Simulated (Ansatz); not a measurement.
SiNH2O (charge −1): nudged elastic band

SiNH2O, charge −1, computed with UKS B3LYP/def2-SVP (Ansatz 0.2.0).

It belongs to a series of runs on one base structure; here: band between the two ends. Figures and captions count atoms from 1; the log counts them from 0 in places.

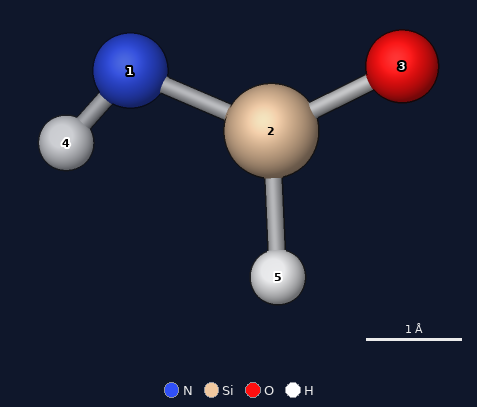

The structure as given in the input (ball-and-stick view, seen at an oblique angle; atoms are numbered from 1 in the order of the input).

### Input
```yaml
crystal:
  periodic: [false, false, false]
  atoms:
    - { symbol: "N", position_ang: [1.057366, -0.719199, -0.050235] }
    - { symbol: Si, position_ang: [-0.111034, 0.43922, -0.04277] }
    - { symbol: O, position_ang: [-0.036762, 1.985137, -0.257213] }
    - { symbol: H, position_ang: [0.631406, -1.637238, 0.12957] }
    - { symbol: H, position_ang: [-1.540975, -0.06792, 0.220648] }
total_charge: -1
magnetization:
  spin_polarized: true
basis:
  gaussian: { orbitals: def2-SVP }
hamiltonian:
  xc: b3lyp
neb:
  order_check: false
  images: 7
  f_tol: 0.05
  max_iterations: 60
  final_atoms:
    - { symbol: "N", position_ang: [-0.01552582, -0.65622507, 0.08932654] }
    - { symbol: Si, position_ang: [0.84433242, 0.8963426, -0.23440327] }
    - { symbol: O, position_ang: [-0.24308374, 2.04302852, -0.23670975] }
    - { symbol: H, position_ang: [0.44023784, -1.56574847, 0.14592363] }
    - { symbol: H, position_ang: [-1.0259597, -0.71739758, 0.23586285] }
  initial_path:
    images:
      - { positions_ang: [[1.057366, -0.719199, -0.050235], [-0.111034, 0.43922, -0.04277], [-0.036762, 1.985137, -0.257213], [0.631406, -1.637238, 0.12957], [-1.540975, -0.06792, 0.220648]] }
      - { positions_ang: [[0.9611969, -0.70025088, -0.04001379], [-0.16338503, 0.49514889, -0.04242948], [-0.01627144, 2.02109625, -0.2648527], [0.53293975, -1.61450823, 0.14037099], [-1.31447918, -0.20148602, 0.20692498]] }
      - { positions_ang: [[0.8650278, -0.68130277, -0.02979258], [-0.21573606, 0.55107779, -0.04208897], [0.00421912, 2.05705549, -0.2724924], [0.4344735, -1.59177847, 0.15117198], [-1.08798337, -0.33505205, 0.19320196]] }
      - { positions_ang: [[0.76885871, -0.66235465, -0.01957136], [-0.26808708, 0.60700668, -0.04174845], [0.02470968, 2.09301474, -0.2801321], [0.33600725, -1.5690487, 0.16197298], [-0.86148755, -0.46861807, 0.17947894]] }
      - { positions_ang: [[0.67268961, -0.64340653, -0.00935015], [-0.32043811, 0.66293558, -0.04140793], [0.04520025, 2.12897398, -0.2877718], [0.23754099, -1.54631894, 0.17277397], [-0.63499174, -0.60218409, 0.16575592]] }
      - { positions_ang: [[0.50063575, -0.64661116, 0.01531902], [-0.02924548, 0.72128733, -0.08965677], [-0.02687075, 2.10748762, -0.27500629], [0.28821521, -1.55117632, 0.16606138], [-0.73273373, -0.63098746, 0.18328265]] }
      - { positions_ang: [[0.3285819, -0.6498158, 0.03998819], [0.26194715, 0.77963909, -0.1379056], [-0.09894175, 2.08600125, -0.26224078], [0.33888942, -1.55603371, 0.1593488], [-0.83047572, -0.65979083, 0.20080939]] }
      - { positions_ang: [[0.15652804, -0.65302043, 0.06465737], [0.55313979, 0.83799084, -0.18615444], [-0.17101275, 2.06451488, -0.24947526], [0.38956363, -1.56089109, 0.15263622], [-0.92821771, -0.6885942, 0.21833612]] }
      - { positions_ang: [[-0.01552582, -0.65622507, 0.08932654], [0.84433242, 0.8963426, -0.23440327], [-0.24308374, 2.04302852, -0.23670975], [0.44023784, -1.56574847, 0.14592363], [-1.0259597, -0.71739758, 0.23586285]] }
```

Run on 1 thread of Intel Xeon @ 2.50GHz (Skylake/Cascade Lake), 192 GiB of memory available, shared host.

Launch command:
```bash
ansatz run input.yaml --threads 1 --pin off --max-ram 2048MiB --backend cpu --events-out ev --progress --plain --runs-dir out
```

### Output
```
Engine: ansatz 0.2.0, x86_64-unknown-linux-gnu
Functional definition: B3LYP
  parameter a0 = 0.2
  parameter ax = 0.72
  parameter ac = 0.81
  exchange = (1 - a0 - ax)*slater_x + ax*b88_x + a0*exact_x
  correlation = (1 - ac)*vwn_rpa_c + ac*lyp_c
579 factors; integrals over basis functions are off by at most 4.1e-4 eV
mean field evaluation 1: about -11438.8575 eV, gradient 3.2e1 eV
mean field evaluation 2: about -11422.0869 eV, gradient 6.6e1 eV
mean field evaluation 4: about -11442.9057 eV, gradient 7.4e0 eV
mean field evaluation 8: about -11443.1199 eV, gradient 1.2e-2 eV
mean field -11443.11985588 eV, -420.5268982785 hartree, gradient 1.8e-5 eV, S^2 0.000000; 0 other end points of the search recorded, 0 dependent functions left out
the calculation of the forces begins
reference -11443.12004290 eV, -420.5269051514 hartree; 16, 16 occupied and 40, 40 virtual orbitals, 579 factors
580 factors; integrals over basis functions are off by at most 1.3e-3 eV
mean field evaluation 16: about -11427.5509 eV, gradient 6.2e1 eV
mean field -11443.44480135 eV, -420.5388398043 hartree, gradient 1.6e-5 eV, S^2 0.000000; 0 other end points of the search recorded, 0 dependent functions left out
[... from here on the field's lines of each further geometry are left out, up to the last ...]
NEB iter   1: max|band force component| = 1.629e1 eV/Å  barrier→ = 6.6435 eV  barrier← = 6.9685 eV  Δτ_max = 0.1941 Å  (258 SCF iters)
NEB iter   2: max|band force component| = 6.789e0 eV/Å  barrier→ = 4.4955 eV  barrier← = 4.8204 eV  Δτ_max = 0.1909 Å  (242 SCF iters)
NEB iter   3: max|band force component| = 3.148e0 eV/Å  barrier→ = 3.2760 eV  barrier← = 3.6009 eV  Δτ_max = 0.1907 Å  (247 SCF iters)
NEB iter   4: max|band force component| = 1.775e0 eV/Å  barrier→ = 2.6061 eV  barrier← = 2.9311 eV  Δτ_max = 0.2000 Å  (266 SCF iters)
NEB iter   5: max|band force component| = 2.562e0 eV/Å  barrier→ = 2.5343 eV  barrier← = 2.8592 eV  Δτ_max = 0.1860 Å  (363 SCF iters)
NEB iter   6: max|band force component| = 2.868e0 eV/Å  barrier→ = 2.5546 eV  barrier← = 2.8795 eV  Δτ_max = 0.1020 Å  (291 SCF iters)
NEB iter   7: max|band force component| = 4.056e0 eV/Å  barrier→ = 2.4296 eV  barrier← = 2.7546 eV  Δτ_max = 0.0498 Å  (260 SCF iters)
NEB iter   8: max|band force component| = 2.058e0 eV/Å  barrier→ = 2.3472 eV  barrier← = 2.6721 eV  Δτ_max = 0.1000 Å  (244 SCF iters)
NEB iter   9: max|band force component| = 1.721e0 eV/Å  barrier→ = 2.2476 eV  barrier← = 2.5726 eV  Δτ_max = 0.1015 Å  (246 SCF iters)
NEB iter  10: max|band force component| = 9.713e-1 eV/Å  barrier→ = 2.1582 eV  barrier← = 2.4831 eV  Δτ_max = 0.1996 Å  (247 SCF iters)
NEB iter  11: max|band force component| = 1.041e0 eV/Å  barrier→ = 2.1756 eV  barrier← = 2.5005 eV  Δτ_max = 0.1000 Å  (247 SCF iters)
NEB iter  12: max|band force component| = 9.360e-1 eV/Å  barrier→ = 2.0604 eV  barrier← = 2.3854 eV  Δτ_max = 0.0991 Å  (239 SCF iters)
NEB iter  13: max|band force component| = 1.015e0 eV/Å  barrier→ = 1.9873 eV  barrier← = 2.3122 eV  CI = image 3  Δτ_max = 0.1153 Å  (245 SCF iters)
NEB iter  14: max|band force component| = 2.130e-1 eV/Å  barrier→ = 2.1120 eV  barrier← = 2.4369 eV  CI = image 3  Δτ_max = 0.0315 Å  (241 SCF iters)
NEB iter  15: max|band force component| = 9.589e-2 eV/Å  barrier→ = 2.1074 eV  barrier← = 2.4323 eV  CI = image 3  Δτ_max = 0.0117 Å  (230 SCF iters)
the calculation of the forces begins
reference -11443.38673454 eV, -420.5367058883 hartree; 16, 16 occupied and 40, 40 virtual orbitals, 580 factors
579 factors; integrals over basis functions are off by at most 9.1e-4 eV
mean field evaluation 1024: about -11441.0129 eV, gradient 3.3e-1 eV
mean field -11441.01356664 eV, -420.4494935765 hartree, gradient 5.5e-6 eV, S^2 0.000000; 2 other end points of the search recorded, 0 dependent functions left out
the calculation of the forces begins
reference -11441.01375694 eV, -420.4495005701 hartree; 16, 16 occupied and 40, 40 virtual orbitals, 579 factors
NEB iter  16: max|band force component| = 4.003e-2 eV/Å  barrier→ = 2.1063 eV  barrier← = 2.4312 eV  CI = image 3  Δτ_max = 0.0000 Å  (457 SCF iters)
```

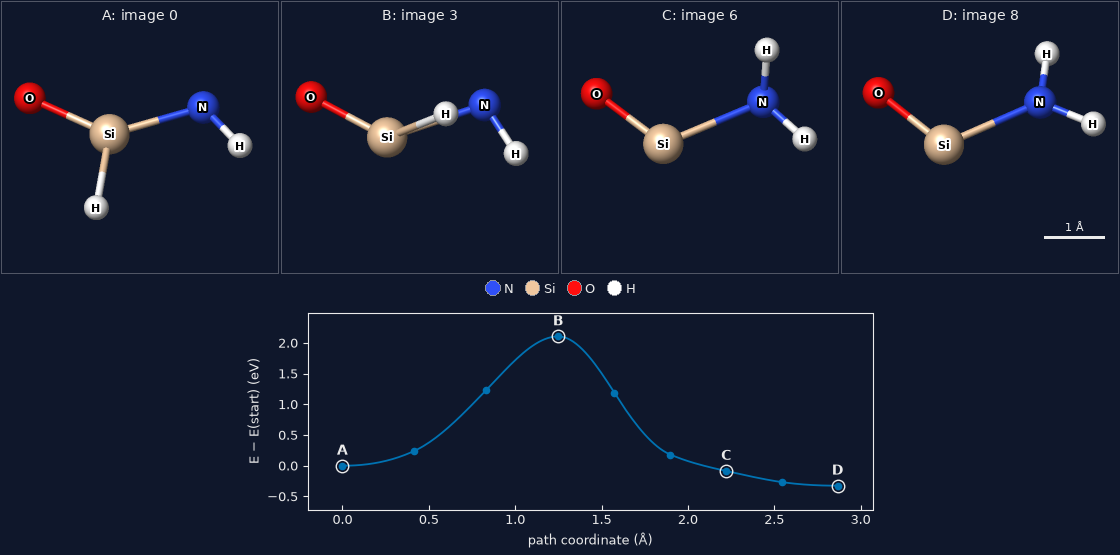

Images of the last band (counted from 0; ball-and-stick, seen at a tilt) above the energy along the path; the line is a cubic interpolation that uses the forces. The highest image is number 3, 2.106 eV above the start and 2.431 eV above the end (the climbing image); the end lies 0.325 eV below the start. The path is 2.87 Å long. The band converged in 16 iterations.

```
Total energy: -11441.01375694 eV, -420.4495005701 hartree
Atom 0 at     0.631635    -0.665989     0.472607 Å, force    -0.018998     0.013080    -0.013182 eV/Å
Atom 1 at    -0.149226     0.582746    -0.454609 Å, force     0.003161    -0.033486    -0.030622 eV/Å
Atom 2 at     0.069927     2.116017    -0.221983 Å, force     0.002303     0.027589     0.022585 eV/Å
Atom 3 at     0.430945    -1.487120    -0.119314 Å, force     0.015865    -0.017821     0.006693 eV/Å
Atom 4 at    -0.983281    -0.545654     0.323299 Å, force    -0.002330     0.010639     0.014524 eV/Å
Dipole moment:    -0.083145    -0.405602    -0.154452 e Å
this run last wrote the band of iteration 16 to [file]
```

### The last band as extended XYZ (Å, eV, eV/Å)
```
5
Properties=species:S:1:pos:R:3:forces:R:3 image=0 energy=-11443.11986
N     1.0574   -0.7192   -0.0502    0.0005   0.0000  -0.0001
Si   -0.1110    0.4392   -0.0428   -0.0012  -0.0005   0.0002
O    -0.0368    1.9851   -0.2572   -0.0010   0.0001   0.0001
H     0.6314   -1.6372    0.1296   -0.0002  -0.0011   0.0002
H    -1.5410   -0.0679    0.2206    0.0018   0.0014  -0.0004
5
Properties=species:S:1:pos:R:3:forces:R:3 image=1 energy=-11442.87742
N     1.0409   -0.7072    0.1207    0.5536  -0.0783  -0.5704
Si   -0.0808    0.4765   -0.0958    0.1523  -0.1449   0.5839
O    -0.0344    2.0255   -0.3069   -0.2011  -0.1999  -0.0266
H     0.4406   -1.5377   -0.0048    0.1967  -0.1148   0.3153
H    -1.3664   -0.2570    0.2868   -0.7016   0.5379  -0.3021
5
Properties=species:S:1:pos:R:3:forces:R:3 image=2 energy=-11441.88424
N     0.8783   -0.6796    0.3139    1.5725  -0.0988  -0.8098
Si   -0.1208    0.5206   -0.2664    0.4106  -0.4362   1.2883
O     0.0190    2.0805   -0.2908   -0.3929  -0.1942  -0.2468
H     0.3988   -1.5013   -0.0850   -0.0223  -0.0540   0.3713
H    -1.1754   -0.4202    0.3284   -1.5680   0.7832  -0.6031
5
Properties=species:S:1:pos:R:3:forces:R:3 image=3 energy=-11441.01357
N     0.6316   -0.6660    0.4726   -0.0190   0.0131  -0.0132
Si   -0.1492    0.5827   -0.4546    0.0032  -0.0335  -0.0306
O     0.0699    2.1160   -0.2220    0.0023   0.0276   0.0226
H     0.4309   -1.4871   -0.1193    0.0159  -0.0178   0.0067
H    -0.9833   -0.5457    0.3233   -0.0023   0.0106   0.0145
5
Properties=species:S:1:pos:R:3:forces:R:3 image=4 energy=-11441.92962
N     0.3742   -0.6759    0.5407   -3.0034  -0.1073  -0.0004
Si   -0.0803    0.6532   -0.5892    0.2964   0.9083  -1.9641
O     0.0701    2.1380   -0.1303    0.1550   0.2464   0.5471
H     0.4835   -1.4762   -0.1008    0.1842  -0.0162  -0.1277
H    -0.8475   -0.6390    0.2796    2.3678  -1.0311   1.5451
5
Properties=species:S:1:pos:R:3:forces:R:3 image=5 energy=-11442.93711
N     0.1328   -0.6667    0.5186   -0.5413   0.0734  -0.3089
Si    0.1768    0.7454   -0.7066    0.6011   0.3155  -0.5698
O     0.0185    2.1437   -0.0121   -0.1163   0.0215   0.2115
H     0.5367   -1.4479   -0.0227    0.0320   0.0525   0.0110
H    -0.8648   -0.7745    0.2228    0.0245  -0.4630   0.6562
5
Properties=species:S:1:pos:R:3:forces:R:3 image=6 energy=-11443.20504
N     0.0131   -0.6452    0.4247   -0.0077   0.0394  -0.2287
Si    0.5421    0.8150   -0.5954    0.4220   0.1258   0.0844
O    -0.1417    2.1195   -0.0381   -0.2046  -0.0562  -0.0721
H     0.5409   -1.4543    0.0766   -0.0530  -0.0384  -0.0788
H    -0.9544   -0.8350    0.1322   -0.1568  -0.0706   0.2953
5
Properties=species:S:1:pos:R:3:forces:R:3 image=7 energy=-11443.38655
N    -0.0237   -0.6421    0.3131    0.0609  -0.0016  -0.1481
Si    0.7680    0.8607   -0.3578    0.1994   0.0536   0.1954
O    -0.2168    2.0789   -0.1768   -0.1394  -0.0334  -0.1324
H     0.4891   -1.5019    0.1084   -0.0443  -0.0647  -0.0909
H    -1.0166   -0.7955    0.1131   -0.0766   0.0461   0.1760
5
Properties=species:S:1:pos:R:3:forces:R:3 image=8 energy=-11443.44480
N    -0.0155   -0.6562    0.0893    0.0030   0.0113  -0.0016
Si    0.8443    0.8963   -0.2344   -0.0006  -0.0085   0.0009
O    -0.2431    2.0430   -0.2367   -0.0032  -0.0007   0.0007
H     0.4402   -1.5657    0.1459   -0.0069   0.0008   0.0009
H    -1.0260   -0.7174    0.2359    0.0077  -0.0029  -0.0009
```

### Key numbers

- outcome: converged
- barrier, forward: 2.106 eV
- barrier, backward: 2.431 eV
- wall time: 5.8 min
- peak memory: 0.15 GiB

### Notes

The order of the saddle point was not checked.
